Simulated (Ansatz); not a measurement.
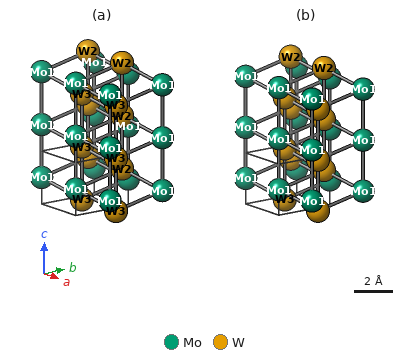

The structure of solid MoW2 (a generated structure, set up in P-3m1) (coarse preliminary run) before (left) and after (right) a relaxation, at one scale.

Style: ball-and-stick. Shown: the cell of the calculation, repeated 2 × 1 × 3 with one cell outlined, slightly off an axis.

Theory: DFT PBE, scalar-relativistic, plane waves, PAW (Ansatz 0.2.0).

The input:
```yaml
crystal:
  lattice:
    - [4.63029246, 0.0, 0.0]
    - [-2.31514623, 4.0099509, 0.0]
    - [0.0, 0.0, 2.83546347]
  atoms:
    - { symbol: Mo, position: [0.0, 0.0, 0.5] }
    - { symbol: W, position: [0.33333333, 0.66666667, 0.83333333] }
    - { symbol: W, position: [0.66666667, 0.33333333, 0.16666667] }
basis:
  ecutwfc: 420
kpoints:
  mp_grid: { grid: [6, 6, 6] }
hamiltonian:
  xc: pbe
scf:
  occupations: { method: gaussian, width: 0.1 }
  lower_state_search: "off"
output:
  forces: true
  stress: true
  eigenvalues: true
relax:
  adjacent_minimum: "off"
  f_tol: 0.04
  max_steps: 70
  cell: { stress_tol: 0.4 }
```

Launched with:
```bash
ansatz run input.yaml --threads 1 --pin off --max-ram 2560MiB --backend cpu --events-out ev --progress --plain --runs-dir out
```

Describe what moved and what it gained.

Answer. The largest moves relative to the cell, 0.006 Å, are those of W2 and W3. W2 goes along −c. Mo stays in place. The volume changes by −8.7 %, with a = b 4.630 → 4.503 Å (−2.7 %), c 2.835 → 2.735 Å (−3.5 %). Some distances before and after: W2–W3 3.274 → 3.168 Å, W2–W2 2.835 → 2.735 Å, Mo1–Mo1 2.835 → 2.735 Å, Mo1–W2 2.835 → 2.753 Å. The space group stays P-3m1 (No. 164). The energy falls by 112 meV per atom in 4 accepted moves (5 points after the start). Largest force component: 0.029 eV/Å at the start, 0.0011 eV/Å at the end. The pressure goes from −21.64 to 0.06 GPa. At 1 point the geometry stayed and the basis and grid were re-selected for the new cell (energy shift of 0.5 meV per atom at most each time). Cost: 24 s on 1 thread of Intel(R) Xeon(R) Processor @ 2.70GHz (shared host), peak memory 0.39 GiB.
